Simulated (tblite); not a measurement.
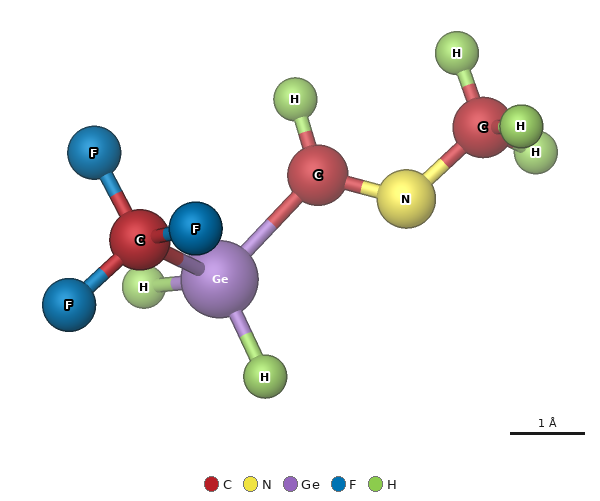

Fig. 1: The input geometry (ball-and-stick view, seen at a tilt). Sticks mark near contacts. Bond lengths as drawn: C–F 1.34 to 1.35 Å, C–Ge 1.95 to 2.01 Å, C–H 1.09 to 1.10 Å, C–N 1.26 to 1.43 Å and Ge–H 1.49 to 1.50 Å.

## Nudged elastic band of C₃H₆F₃GeN

The run: nudged elastic band of C₃H₆F₃GeN. Method and program: GFN2-xTB climbing-image nudged elastic band, gas phase (tblite 0.8.0).

It belongs to a series of runs on one base structure; here: H on Ge replaced by CH=NMe.

### The input
```
{"job": {"kind": "neb", "xc": "GFN2-xTB", "basis": "xTB", "atoms": [2, 3, 4, 6], "turn": 120}, "charge": 0, "multiplicity": 1}
C      2.741334     0.168423     0.373353
N      1.494525    -0.440889     0.045372
C      0.565833     0.225280    -0.476714
Ge    -1.117564    -0.715168    -0.797298
C     -2.452667     0.137565     0.443947
F     -2.606670     1.448412     0.165461
F     -2.078072     0.067568     1.733941
F     -3.676218    -0.411756     0.371737
H      2.790981     1.234942     0.118484
H      2.906742     0.036274     1.443100
H      3.529194    -0.375783    -0.148630
H      0.663417     1.296522    -0.708023
H     -1.037841    -2.158145    -0.430220
H     -1.723673    -0.513718    -2.156678
```

The first line tells a small driver script what to run in tblite; the rest is the geometry in Å.

Run as:
```bash
OMP_NUM_THREADS=1 python <driver script> task.json out
```

### The program's output
```
image   E - E0 / eV
  0      -0.0000
  1       0.0040
  2       0.0106
  3       0.0174
  4       0.0202
  5       0.0173
  6       0.0106
  7       0.0039
  8       0.0002
```

### Results in brief

```tsv
quantity	value
outcome	converged
forward barrier	0.020 eV
hardware	1 CPU thread, shared host
wall time	7 s
peak memory	0.19 GiB
```
